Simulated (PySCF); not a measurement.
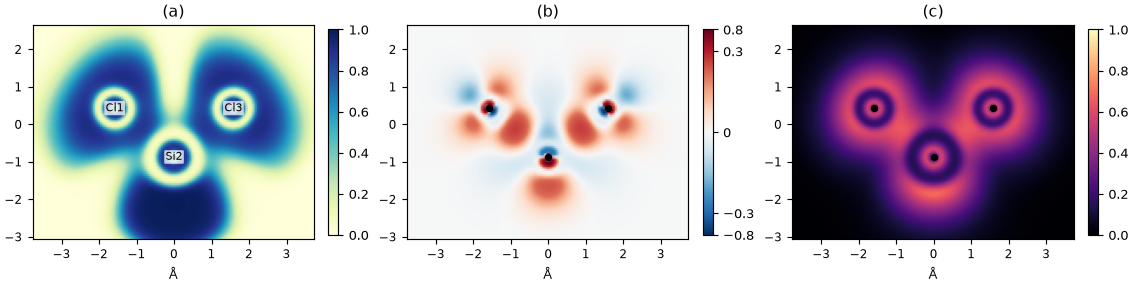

Figure 1: Cl2Si, SMILES `Cl[Si]Cl`. Three fields in the molecular plane. (b): red positive, blue negative.

Method: B3LYP/6-31+G*; geometry: GFN2-xTB; program: PySCF. No frequency check shows the geometry to be a minimum. GFN2-xTB bond lengths at metals and heavier atoms can be off by up to 0.1 Å and shapes distorted, which carries into these values.

Coordinates in Å:

```
Cl1      1.5844   -0.3804    0.0000
Si2      0.0001    0.9237    0.0000
Cl3     -1.5844   -0.3803    0.0000
```

Q: The panels show, in some order, the electron localisation function (ELF), localised orbital locator (LOL) and deformation density. Which is which?

A: (a) is the electron localisation function (ELF): it runs from 0 to 1 and is close to 1 over wide basins that fill the valence regions. (b) is the deformation density: it has both signs, with gains where valence electrons gather and losses around them. (c) is the localised orbital locator (LOL): it runs from 0 to 1, peaks where electrons are localised, as in bonds, and fades smoothly outside.
